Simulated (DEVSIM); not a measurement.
System: Schottky contact on p-type Si, at 300 K.

```
layer (left to right)  material  thickness (μm)  Na (cm⁻³)  τn (s)  τp (s)
---------------------  --------  --------------  ---------  ------  ------
1                            Si           0.560     3.6e16  5.8e-7  5.8e-7
2                            Si            1.80     2.2e18  5.8e-7  5.8e-7
```

Left contact: Schottky, work function 4.524 eV, emission velocity 2.3e6 cm/s. Right contact: ohmic. Voltage is applied to the left contact. Recombination: SRH at mid-gap, radiative, Auger. Gap narrowing is on: ΔEg = 6.92 meV × (l + √(l² + 0.5)), l = ln(N/1.3e17 cm⁻³), shared equally by both band edges. Mobility is μmin + (μ − μmin)/(1 + (N/Nref)^α).

This is a model device: material constants are rounded textbook-type values typed into the input, and sizes, dopings and lifetimes were drawn at random. Values at 300 K.

| parameter | Si |
|---|---|
| gap (eV) | 1.124 |
| affinity (eV) | 4.05 |
| permittivity | 11.7 |
| Nc (cm⁻³) | 2.86e19 |
| Nv (cm⁻³) | 3.1e19 |
| μn (cm²/Vs) | 1417 |
| μp (cm²/Vs) | 470 |
| μn,min | 52 |
| μp,min | 45 |
| Nref,n | 9.7e16 |
| Nref,p | 2.2e17 |
| αn | 0.68 |
| αp | 0.72 |
| B (cm³/s) | 4.7e-15 |
| Cn (cm⁶/s) | 2.8e-31 |
| Cp (cm⁶/s) | 9.9e-32 |

Model (solved in DEVSIM): 1D drift-diffusion, Boltzmann statistics, complete ionisation; no tunnelling, impact ionisation, image-force lowering or self-heating. Metal contacts follow the ideal Schottky-Mott rule: no Fermi-level pinning, no interface dipoles.

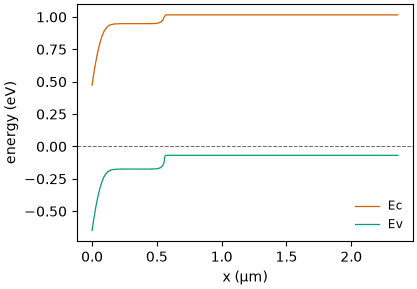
Figure. Band edges at zero bias

Energies count from the Fermi level of the right contact; mesh points crowd at the junctions.

```tsv
x (μm)	Ec (eV)	Ev (eV)	n (cm⁻³)	p (cm⁻³)	field (V/cm)
0.000	0.473	-0.649	3.2e11	3.8e8	70000
0.01804	0.592	-0.531	3.3e9	3.7e10	61000
0.04568	0.738	-0.384	1.1e7	1.1e13	45000
0.09499	0.894	-0.228	27000	4.5e15	19000
0.2199	0.948	-0.175	3400	3.6e16	110
0.3503	0.948	-0.175	3400	3.6e16	≈ 0
0.4462	0.948	-0.174	3400	3.6e16	110
0.5147	0.954	-0.169	2700	4.5e16	2800
0.5438	0.973	-0.149	1300	9.6e16	14000
0.5610	1.005	-0.079	370	1.5e18	37000
0.5801	1.016	-0.068	250	2.2e18	45
0.6268	1.016	-0.068	250	2.2e18	≈ 0
0.6949	1.016	-0.068	250	2.2e18	≈ 0
0.8027	1.016	-0.068	250	2.2e18	≈ 0
1.104	1.016	-0.068	250	2.2e18	≈ 0
1.460	1.016	-0.068	250	2.2e18	≈ 0
1.854	1.016	-0.068	250	2.2e18	≈ 0
2.080	1.016	-0.068	250	2.2e18	≈ 0
2.236	1.016	-0.068	250	2.2e18	≈ 0
2.299	1.016	-0.068	250	2.2e18	≈ 0
2.336	1.016	-0.068	250	2.2e18	≈ 0
2.360	1.016	-0.068	250	2.2e18	≈ 0
```
